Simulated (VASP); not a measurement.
# A VASP study of TiC (Khamrabaevite) (LDA): structure first, properties next, part 4 of 5

What structure does TiC (Khamrabaevite) take at this level, and what are its properties? The start is a cell from a database of measured crystal structures.

VASP 6.6.1; LDA; plane waves and PAW (Ti_sv, C).

So far. Step 13 (Volume scan with LDA, volume scale 1.06): The run ends at a pressure of -14.62 GPa. Step 14 (Fit for LDA): The fitted volume lies +0.05 % from the relaxed one.

## 15. Volume scan with LDA, volume scale 0.94 (run 2)

This step: LDA; plane waves and PAW (Ti_sv, C) (VASP 6.6.1).

INCAR

```
SYSTEM = TiC
PREC = Accurate
ENCUT = 520
EDIFF = 1E-06
NELM = 100
ISMEAR = 0
SIGMA = 0.05
LREAL = .FALSE.
ALGO = Normal
GGA = CA
NBANDS = 14
LASPH = .TRUE.
LORBIT = 11
LWAVE = .FALSE.
LCHARG = .FALSE.
KPAR = 2
ISIF = 2
```

POSCAR

```
TiC
1.0
    0.0000000000      2.0887625700      2.0887625700
    2.0887625700      0.0000000000      2.0887625700
    2.0887625700      2.0887625700      0.0000000000
Ti C
1 1
Direct
    0.0000000000      0.0000000000      0.0000000000
    0.5000000000      0.5000000000      0.5000000000
```

KPOINTS

```
Automatic mesh
0
Gamma
11 11 11
0 0 0
```

PAW data sets: Ti_sv and C (LDA family, release 64).

The run is started by

```sh
> mpirun -np 2 vasp_std
```

The program printed:

```text
[... set-up lines as in an earlier step ...]
 entering main loop
       N       E                     dE             d eps       ncg     rms          rms(c)
[... 14 cycles as in an earlier step ...]
   1 F= -.20469941E+02 E0= -.20469571E+02  d E =-.740040E-03
```

Run time: 3.4 s. Hardware: 2 MPI ranks of Intel Xeon 6975P-C (Granite Rapids), shared host; peak memory 0.25 GiB; 5.9 s of CPU time.

From OUTCAR (step 15):

```text
[... 6 parts as in an earlier step ...]

[... 1 further part left out ...]
[key lines of the parts left out:]
E-fermi :  10.6744
```

The pressure here is 19.64 GPa.

The run ends at a pressure of 19.64 GPa.

## 16. Volume scan with LDA, volume scale 0.96 (run 2)

INCAR is that of step 15.

POSCAR

```
TiC
1.0
    0.0000000000      2.1034726502      2.1034726502
    2.1034726502      0.0000000000      2.1034726502
    2.1034726502      2.1034726502      0.0000000000
Ti C
1 1
Direct
    0.0000000000      0.0000000000      0.0000000000
    0.5000000000      0.5000000000      0.5000000000
```

KPOINTS is that of step 15.

The run is started by

```sh
> mpirun -np 2 vasp_std
```

The program printed:

```text
[... set-up lines as in an earlier step ...]
 entering main loop
       N       E                     dE             d eps       ncg     rms          rms(c)
[... 14 cycles as in an earlier step ...]
   1 F= -.20508874E+02 E0= -.20508557E+02  d E =-.633350E-03
```

Run time: 3.6 s. Hardware: 2 MPI ranks; peak memory 0.24 GiB; 6 s of CPU time.

From OUTCAR (step 16):

```text
[... 6 parts as in an earlier step ...]

[... 1 further part left out ...]
[key lines of the parts left out:]
E-fermi :  10.4048
```

The pressure falls from 19.64 to 12.44 GPa.

The run ends at a pressure of 12.44 GPa.

## 17. Volume scan with LDA, volume scale 0.98 (run 2)

INCAR is that of step 16.

POSCAR

```
TiC
1.0
    0.0000000000      2.1179798165      2.1179798165
    2.1179798165      0.0000000000      2.1179798165
    2.1179798165      2.1179798165      0.0000000000
Ti C
1 1
Direct
    0.0000000000      0.0000000000      0.0000000000
    0.5000000000      0.5000000000      0.5000000000
```

KPOINTS is that of step 16.

The run is started by

```sh
> mpirun -np 2 vasp_std
```

The program printed:

```text
[... set-up lines as in an earlier step ...]
 entering main loop
       N       E                     dE             d eps       ncg     rms          rms(c)
[... 14 cycles as in an earlier step ...]
   1 F= -.20531231E+02 E0= -.20530935E+02  d E =-.590970E-03
```

Elapsed: 3.4 s, on 2 MPI ranks; peak memory 0.24 GiB; 5.8 s of CPU time.

Parts of OUTCAR (step 17):

```text
[... 6 parts as in an earlier step ...]

[... 1 further part left out ...]
[key lines of the parts left out:]
E-fermi :  10.1460
```

The pressure falls from 12.44 to 5.91 GPa.

The run ends at a pressure of 5.91 GPa.

## 18. Volume scan with LDA, volume scale 1 (run 2)

INCAR is that of step 17.

POSCAR

```
TiC
1.0
    0.0000000000      2.1322909251      2.1322909251
    2.1322909251      0.0000000000      2.1322909251
    2.1322909251      2.1322909251      0.0000000000
Ti C
1 1
Direct
    0.0000000000      0.0000000000      0.0000000000
    0.5000000000      0.5000000000      0.5000000000
```

KPOINTS is that of step 17.

The run is started by

```sh
> mpirun -np 2 vasp_std
```

The program printed:

```text
[... set-up lines as in an earlier step ...]
 entering main loop
       N       E                     dE             d eps       ncg     rms          rms(c)
[... 14 cycles as in an earlier step ...]
   1 F= -.20538564E+02 E0= -.20538274E+02  d E =-.580573E-03
```

The job ended after 3.4 s (2 MPI ranks; peak memory 0.24 GiB).

OUTCAR, selected parts (step 18):

```text
[... 6 parts as in an earlier step ...]

[... 1 further part left out ...]
[key lines of the parts left out:]
E-fermi :   9.8963
```

The pressure falls from 5.91 to 0.02 GPa.

The run ends at a pressure of 0.02 GPa.

## 19. Volume scan with LDA, volume scale 1.02 (run 2)

INCAR is that of step 18.

POSCAR

```
TiC
1.0
    0.0000000000      2.1464124686      2.1464124686
    2.1464124686      0.0000000000      2.1464124686
    2.1464124686      2.1464124686      0.0000000000
Ti C
1 1
Direct
    0.0000000000      0.0000000000      0.0000000000
    0.5000000000      0.5000000000      0.5000000000
```

KPOINTS is that of step 18.

The run is started by

```sh
> mpirun -np 2 vasp_std
```

The program printed:

```text
[... set-up lines as in an earlier step ...]
 entering main loop
       N       E                     dE             d eps       ncg     rms          rms(c)
[... 15 cycles as in an earlier step ...]
   1 F= -.20532302E+02 E0= -.20532011E+02  d E =-.580357E-03
```

It took 3.6 s on 2 MPI ranks; peak memory 0.24 GiB.

From OUTCAR (step 19):

```text
[... 6 parts as in an earlier step ...]

[... 1 further part left out ...]
[key lines of the parts left out:]
E-fermi :   9.6550
```

The pressure falls from 0.02 to -5.30 GPa.

The run ends at a pressure of -5.30 GPa.

## 20. Volume scan with LDA, volume scale 1.04 (run 2)

INCAR is that of step 19.

POSCAR

```
TiC
1.0
    0.0000000000      2.1603506024      2.1603506024
    2.1603506024      0.0000000000      2.1603506024
    2.1603506024      2.1603506024      0.0000000000
Ti C
1 1
Direct
    0.0000000000      0.0000000000      0.0000000000
    0.5000000000      0.5000000000      0.5000000000
```

KPOINTS is that of step 19.

The run is started by

```sh
> mpirun -np 2 vasp_std
```

The program printed:

```text
[... set-up lines as in an earlier step ...]
 entering main loop
       N       E                     dE             d eps       ncg     rms          rms(c)
[... 14 cycles as in an earlier step ...]
   1 F= -.20513726E+02 E0= -.20513434E+02  d E =-.584091E-03
```

Elapsed: 3.4 s, on 2 MPI ranks; peak memory 0.25 GiB.

Parts of OUTCAR (step 20):

```text
[... 6 parts as in an earlier step ...]

[... 1 further part left out ...]
[key lines of the parts left out:]
E-fermi :   9.4217
```

The pressure falls from -5.30 to -10.17 GPa.

The run ends at a pressure of -10.17 GPa.

## 21. Volume scan with LDA, volume scale 1.06 (run 2)

INCAR is that of step 20.

POSCAR

```
TiC
1.0
    0.0000000000      2.1741111684      2.1741111684
    2.1741111684      0.0000000000      2.1741111684
    2.1741111684      2.1741111684      0.0000000000
Ti C
1 1
Direct
    0.0000000000      0.0000000000      0.0000000000
    0.5000000000      0.5000000000      0.5000000000
```

KPOINTS is that of step 20.

The run is started by

```sh
> mpirun -np 2 vasp_std
```

The program printed:

```text
[... set-up lines as in an earlier step ...]
 entering main loop
       N       E                     dE             d eps       ncg     rms          rms(c)
[... 14 cycles as in an earlier step ...]
   1 F= -.20484015E+02 E0= -.20483719E+02  d E =-.590523E-03
```

The job ended after 3.4 s (2 MPI ranks; peak memory 0.25 GiB).

OUTCAR, selected parts (step 21):

```text
[... 6 parts as in an earlier step ...]

[... 1 further part left out ...]
[key lines of the parts left out:]
E-fermi :   9.1957
```

The pressure falls from -10.17 to -14.62 GPa.

The run ends at a pressure of -14.62 GPa.

## 22. The series together

Times are for 2 MPI ranks of Intel Xeon 6975P-C (Granite Rapids), shared host. The runs compared:

```
no.  volume scale  energy above the lowest point (meV/atom)  pressure (GPa)   time  memory (GiB)
  1          0.94                                     34.35           19.64  3.4 s          0.24
  2          0.94                                     34.35           19.64  3.4 s          0.25
  3          0.96                                     14.86           12.44  3.6 s          0.25
  4          0.96                                     14.86           12.44  3.6 s          0.24
  5          0.98                                      3.67           5.913  3.4 s          0.24
  6          0.98                                      3.67           5.913  3.4 s          0.24
  7             1                                         0         0.02060  3.4 s          0.24
  8             1                                         0         0.02060  3.4 s          0.24
  9          1.02                                      3.13          -5.297  3.6 s          0.24
 10          1.02                                      3.13          -5.297  3.6 s          0.24
 11          1.04                                     12.42          -10.17  3.4 s          0.25
 12          1.04                                     12.42          -10.17  3.4 s          0.25
 13          1.06                                     27.28          -14.62  3.4 s          0.25
 14          1.06                                     27.28          -14.62  3.4 s          0.25
```

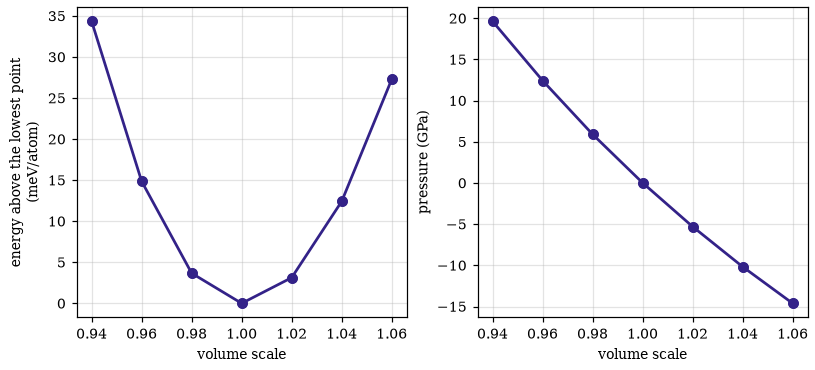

The series as plots.

## 23. Fit for LDA

This step: Birch-Murnaghan fit, LDA; plane waves and PAW (VASP 6.6.1).

Derived from the runs above.

The energy above the fitted minimum by volume:

```
volume (Å³/atom)  energy above the fitted minimum (eV/atom)
           9.113                                     0.0344
           9.307                                     0.0149
           9.501                                    0.00367
           9.695                                     8.3e-7
           9.889                                    0.00313
          10.083                                     0.0124
          10.277                                     0.0273
```

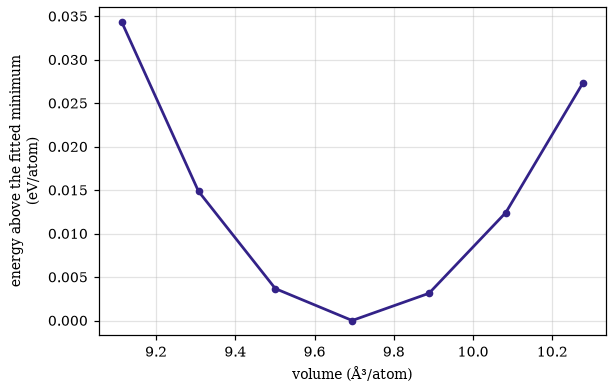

Energy above the fitted minimum, plotted against volume.

The fitted volume lies +0.05 % from the relaxed one.

[end of part 4 of 5]

[Lines on the potential files, build, host, timing and source positions are cut from VASP's logs without a mark.]

[Logs are printed without paths, hosts, clocks, repeated set-up lines and the standing remarks that a program may print on its own settings, such as how far it seeks lower states.]

[Hosts, paths, dates, database ids (printed as entryN), source tags and the programs' standing remarks are cut or masked in the printed files.]

[A measured line is paired with the nearest computed mode of its activity, which favours agreement.]
